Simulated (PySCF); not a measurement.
# O4W ([WO4]2-): the cost of one run

Computed with PySCF 2.14.0 and routines of our own; the level stands in each step. Atoms count from 0.

### 1 The system as given

5 atoms, charge -2, multiplicity 1; geometry from: GFN2-xTB.

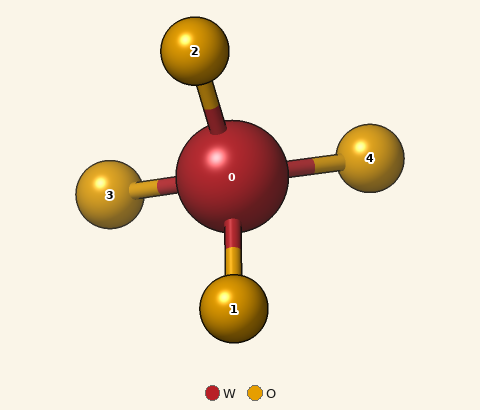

The starting geometry (tungsten red, oxygen amber); sticks join atoms by distance alone.

### 2 Geometry optimisation at PBE0-D3(BJ)/def2-SVP

The job: settings as JSON, then the geometry in Å.

```
{"job": {"xc": "PBE0", "basis": "def2-SVP", "d3": "d3bj", "grid": 1, "maxiter": 30, "shake": 0.03, "kind": "geom"}, "charge": -2, "multiplicity": 1}
W      0.061180    -0.077340     0.012670
O     -0.005780    -0.032260     1.797030
O      1.635900     0.004660    -0.637250
O     -0.757650     1.482830    -0.591630
O     -0.858800    -1.488370    -0.642950
```

The run is started by

```sh
$ OMP_NUM_THREADS=1 python heavy_run.py task.json out
```

One launch serves the whole session: the jobs run in the order shown.

**Question.** How long does this first job take on 1 thread of Arm Neoverse V1, shared host, and how much memory does it need?

About 28 s, with a peak of 0.34 GiB.
